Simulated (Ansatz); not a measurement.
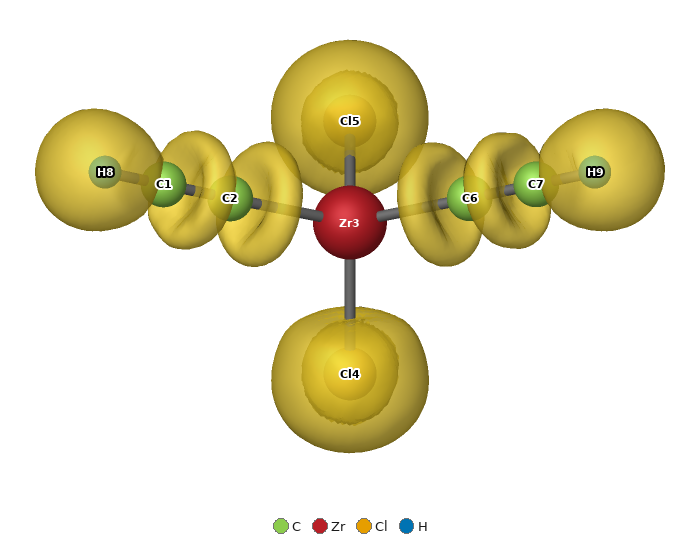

*C$_{4}$H$_{2}$Cl$_{2}$Zr (SMILES C#[C][Zr]([Cl])([Cl])[C]#C). Isosurface of the ELF at 0.8 (yellow), seen from one side. Core shells and regions of very low density are left out.*

Geometry: PBE0-D4/def2-TZVP; core potentials replace the inner electrons of Zr.

Level of theory: Ansatz 0.2.0, RKS PBE0-D4/def2-TZVPP.

Input

```
crystal:
  periodic: [false, false, false]
  atoms:
    - {symbol: C, position_ang: [0.329329, -2.463204, 1.481048]}
    - {symbol: C, position_ang: [-0.137196, -1.444917, 1.007667]}
    - {symbol: Zr, position_ang: [-0.934164, 0.369245, 0.155213]}
    - {symbol: Cl, position_ang: [-2.777091, -0.151779, -1.159366]}
    - {symbol: Cl, position_ang: [-1.485468, 1.837281, 1.868935]}
    - {symbol: C, position_ang: [0.586811, 1.266678, -1.083440]}
    - {symbol: C, position_ang: [1.456117, 1.757415, -1.777793]}
    - {symbol: H, position_ang: [0.740966, -3.357198, 1.894783]}
    - {symbol: H, position_ang: [2.220685, 2.186491, -2.387037]}
basis:
  gaussian: {orbitals: def2-TZVPP}
hamiltonian: {xc: pbe0, dispersion: d4}
output: {orbitals: {seedname: orbitals}}
```

Run with:

```sh
ansatz run in.yaml --threads 4 --pin off --events-out ev --progress --plain --max-ram 11315MiB
```

**Where are the electrons localised?**

At this value the surface marks out two regions between bonded C–C atoms (shared pairs), two regions around hydrogen nuclei, two lobes of the valence shell of C pointing towards Zr and two regions wrapped around Cl (the valence shell of each). Profiles from the grid: C–C (1.22 Å): the ELF peaks at about 0.85 between the atoms (a short, multiple covalent bond). C–Zr (2.16 Å): the ELF peaks at about 0.95 in the valence shell of C, 0.7 Å from its nucleus, and is about 0.40 at the midpoint.
